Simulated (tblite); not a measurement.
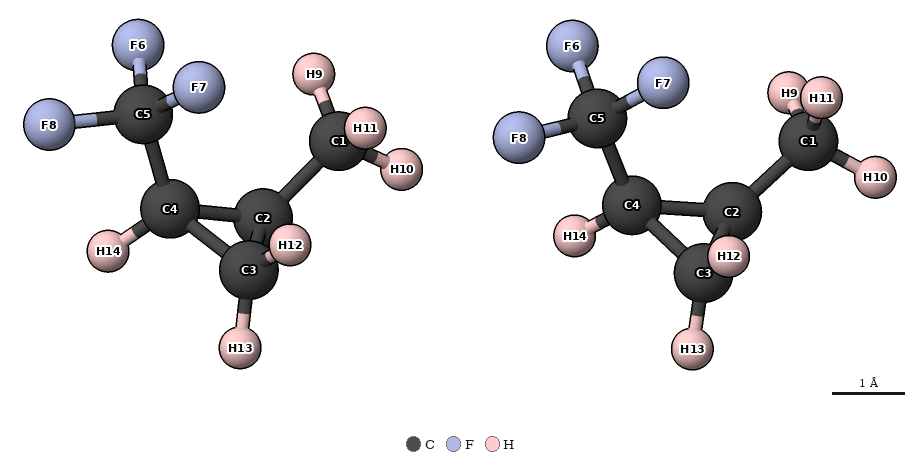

Two geometries of C$_{5}$H$_{6}$F$_{3}$ (multiplicity 2), drawn at one scale. One is the start of a relaxation, the other its converged end. The picture is a ball-and-stick view, seen from a free direction.

Level of theory: GFN2-xTB geometry optimisation, gas phase in tblite. 

Q: Which one is relaxed?

A: The right one is the relaxed one. The largest move after the best rigid fit is that of H9, 0.51 Å. By element the largest moves are H 0.51 Å, F 0.43 Å, C 0.27 Å. Some distances before and after: C2–C3 1.528 → 1.461 Å, C5–F8 1.390 → 1.347 Å, C1–C2 1.505 → 1.466 Å, C5–F6 1.381 → 1.345 Å. Bond angles that change, for instance: C1–C2–C3 112.7° → 135.3°, C1–C2–C4 121.5° → 134.0°, F6–C5–F7 112.6° → 106.3°. Groups turn about C4–C5 by about 25°. After 77 geometry steps the energy has fallen by 58.3 kJ/mol.
